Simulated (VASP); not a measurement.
Energy against volume of Ge (diamond). All values below come from rev-vdW-DF2, VASP's PBE PAW potentials (set 64) (plane waves; VASP).

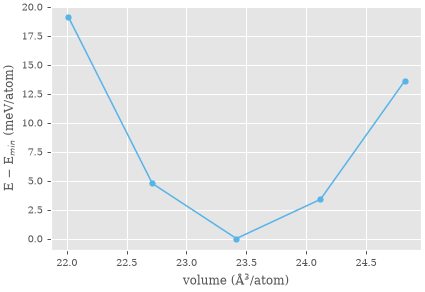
Figure. Energy against volume

Problem. Estimate the equilibrium volume and the bulk modulus.

Solution. The minimum lies near 23.5 Å³/atom, and the curvature gives B0 of about 61 GPa.

Measured: bulk modulus 77.3 GPa at 0 K (computed value off by -21.0 %), as given by Tanner et al., (2021), arXiv:2110.11888 [low-temperature value with the zero-point effect removed]; a 5.644 Å at 0 K (computed value off by +1.4 %), as given by Daniel Mejia-Rodriguez et al., Physical Review B (2018), arXiv:1807.09216 [static lattice: zero-point anharmonic expansion removed].

The compound is Ge in the diamond structure. It was relaxed first.
